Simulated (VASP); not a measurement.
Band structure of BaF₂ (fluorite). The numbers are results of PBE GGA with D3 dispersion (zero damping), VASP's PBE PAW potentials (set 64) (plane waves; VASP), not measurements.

Unless said otherwise, spin-orbit coupling is left out, though it shifts the bands of the heavy elements here.

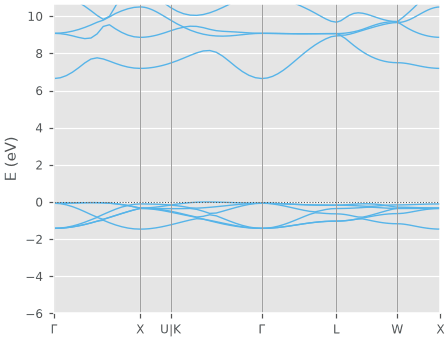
Fig. 1. Bands along high-symmetry lines, zero at the valence-band maximum or, without a gap, the Fermi level

### Question
Read the plot: is there a gap, and where are the band edges?

### Answer
The gap is indirect, 6.64 eV, from the valence maximum at K-Γ at 0.43 to the conduction minimum at Γ. (Edges off the drawn lines would not show.)

Measured: gap 10.50 eV (computed value off by -3.86 eV), as given by Andrés Aguado et al., Journal of the Physical Society of Japan (1999), arXiv:cond-mat/9901145.

The compound is BaF2 in the fluorite structure. It was relaxed first.
